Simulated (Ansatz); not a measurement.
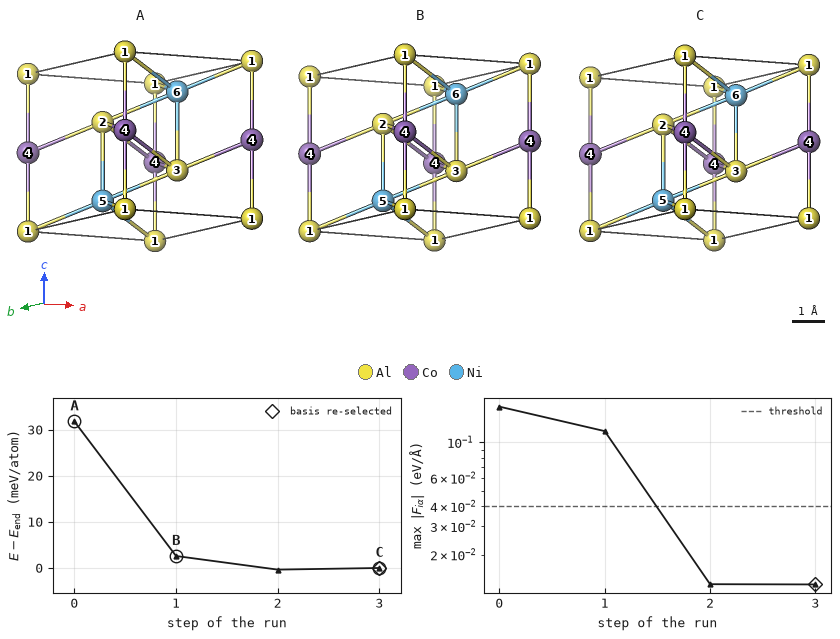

Frames of a relaxation of solid Al3CoNi2 (a generated structure, set up in P-3m1) (coarse preliminary run), marked on the history of the run. A ball-and-stick model of the cell of the calculation, seen from a free direction.

The calculation used Ansatz 0.2.0, DFT PBE, scalar-relativistic, plane waves, PAW.

Input
```yaml
crystal:
  lattice:
    - [4.17918466, 0.0, 0.0]
    - [-2.08959233, 3.61928008, 0.0]
    - [0.0, 0.0, 5.11843498]
  atoms:
    - { symbol: Al, position: [0.0, 0.0, 0.0] }
    - { symbol: Al, position: [0.33333333, 0.66666667, 0.66666667] }
    - { symbol: Al, position: [0.66666667, 0.33333333, 0.33333333] }
    - { symbol: Co, position: [0.0, 0.0, 0.5], spin: 3.0 }
    - { symbol: Ni, position: [0.33333333, 0.66666667, 0.16666667], spin: 2.0 }
    - { symbol: Ni, position: [0.66666667, 0.33333333, 0.83333333], spin: 2.0 }
basis:
  ecutwfc: 420
kpoints:
  mp_grid: { grid: [6, 6, 4] }
hamiltonian:
  xc: pbe
scf:
  occupations: { method: gaussian, width: 0.1 }
  lower_state_search: "off"
output:
  forces: true
  stress: true
  eigenvalues: true
  populations: true
magnetization:
  spin_polarized: true
relax:
  adjacent_minimum: "off"
  f_tol: 0.04
  max_steps: 70
  cell: { stress_tol: 0.4 }
```

Launched with:
```bash
ansatz run input.yaml --threads 1 --pin off --max-ram 2560MiB --backend cpu --events-out ev --progress --plain --runs-dir out
```

Question: Describe the path.

Answer: The largest moves relative to the cell, 0.023 Å, are those of Ni5 and Ni6. Ni5 goes along +c. Largest moves by element: Ni 0.023 Å, Al 0.007 Å. Co stays in place. Cell: a = b 4.179 → 4.081 Å (−2.4 %), c 5.118 → 4.985 Å (−2.6 %). Volume −7.1 %. Among the contacts that change: Al2–Ni5 2.559 → 2.462 Å, Al1–Co4 2.559 → 2.492 Å, Al2–Ni6 2.559 → 2.493 Å, Al2–Co4 2.559 → 2.496 Å. The space group stays P-3m1 (No. 164). After 2 accepted moves (3 points after the start) the energy has fallen by 31.8 meV per atom. Largest force component: 0.17 eV/Å at the start, 0.013 eV/Å at the end. Pressure: −10.11 GPa at the start and 0.08 GPa at the end. At 1 point the geometry stayed and the basis and grid were re-selected for the new cell (energy shift of 0.4 meV per atom at most each time). The program noted that the starting moments weren't kept. From step 0 to 1: volume −5.2 %, energy −29.2 meV per atom. From step 1 to 3: volume −2.1 %, energy −2.6 meV per atom.
